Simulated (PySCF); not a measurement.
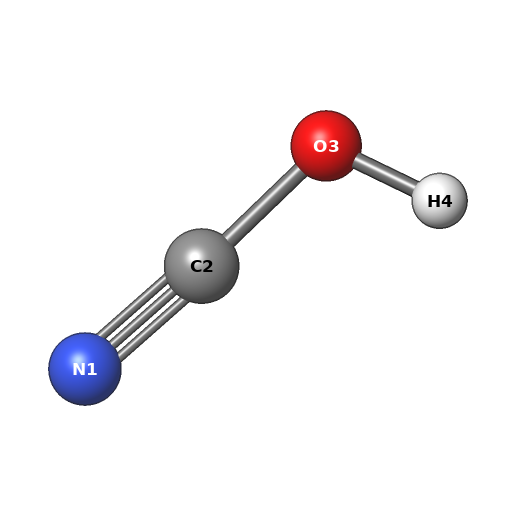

The computed structure is the end point of a PBE0-D3(BJ)/def2-SVP optimisation. No frequency run is at hand to confirm it as a minimum. Method: TDDFT CAM-B3LYP/def2-SVPD, vertical, gas phase, core orbitals frozen in the response (PySCF 2.14.0), and the same with a continuum solvent (IEF-PCM, Bondi radii x 1.2, gas-phase geometry).

How do dipole (D), HOMO–LUMO gap (eV), lowest singlet (eV) change in dichloromethane (ε = 8.9), methanol (ε = 32.6)?

```csv
medium,dipole (D),HOMO–LUMO gap (eV),lowest singlet (eV)
gas phase,3.97,10.50,6.92
dichloromethane,4.88,11.22,7.51
methanol,5.02,11.30,7.58
```
